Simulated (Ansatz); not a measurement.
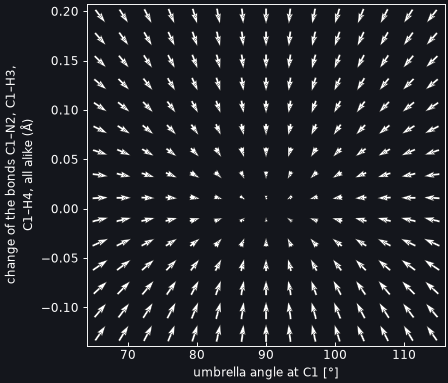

CH2N, SMILES C=[N], spin multiplicity 2. Coordinates scanned: (1) umbrella angle at C1 (between each of its bonds and their common axis; 90 is planar); (2) change of the bonds C1–N2, C1–H3, C1–H4, all alike. Nothing is relaxed (all other coordinates rigid). Grid: 15 × 15 points; 120 points were computed and 105 follow by symmetry. Points are written as (first, second). Theory: UKS PBE0-D4/def2-TZVP in Ansatz.

In the figure: dots at the grid points, arrows along the force (downhill), their lengths compressed.

**The arrows alone are given. Where is the energy lowest?**

The arrows converge at about (90°, 0.000 Å) (read from the interpolated surface).

The energy map of the same scan:

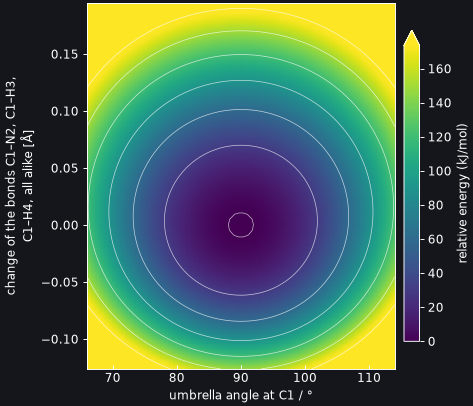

Energies are in kJ/mol, from the lowest grid point; between grid points the surface is interpolated.
